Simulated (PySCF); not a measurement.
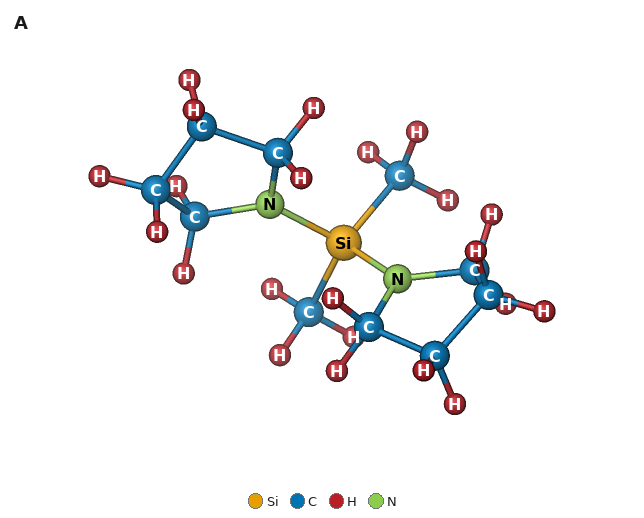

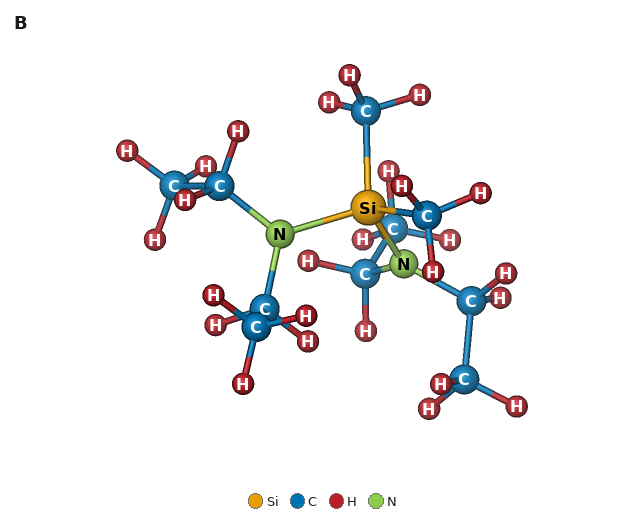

Two related species, optimised with PBE0-D3(BJ)/def2-SVP; properties computed with PySCF 2.14.0. Both: charge 0, singlet.

Identify both.

A is SiMe2(pyrrolidide)2 (C[Si](C)(N1CCCC1)N1CCCC1), B is SiMe2(NEt2)2 (CCN(CC)[Si](C)(C)N(CC)CC).

Compare them. With PBE0/def2-SVPD: dipole moment (D), HOMO–LUMO gap (eV), HOMO energy (Kohn–Sham orbital) (eV), lowest vertical singlet excitation (eV), mean static polarisability (bohr³). With PBE0/pcSseg-1: shielding of Si (ppm), Hirshfeld charge of Si (e), IAO charge of Si (e). With PBE0-D3(BJ)/def2-SVP: mean Si–C length (Å), mean Si–N length (Å).

```json
{"quantity": "dipole moment (D)", "A": "0.50", "B": "0.13"}
{"quantity": "HOMO–LUMO gap (eV)", "A": "6.12", "B": "6.34"}
{"quantity": "HOMO energy (Kohn–Sham orbital) (eV)", "A": "−5.64", "B": "−5.85"}
{"quantity": "lowest vertical singlet excitation (eV)", "A": "5.12", "B": "5.42"}
{"quantity": "mean static polarisability (bohr³)", "A": "154.0", "B": "163.8"}
{"quantity": "shielding of Si (ppm)", "A": "361.9", "B": "352.9"}
{"quantity": "Hirshfeld charge of Si (e)", "A": "0.44", "B": "0.44"}
{"quantity": "IAO charge of Si (e)", "A": "1.26", "B": "1.24"}
{"quantity": "mean Si–C length (Å)", "A": "1.878", "B": "1.881"}
{"quantity": "mean Si–N length (Å)", "A": "1.738", "B": "1.745"}
```

Each is one conformer, and no frequency run is at hand to confirm it as a minimum.
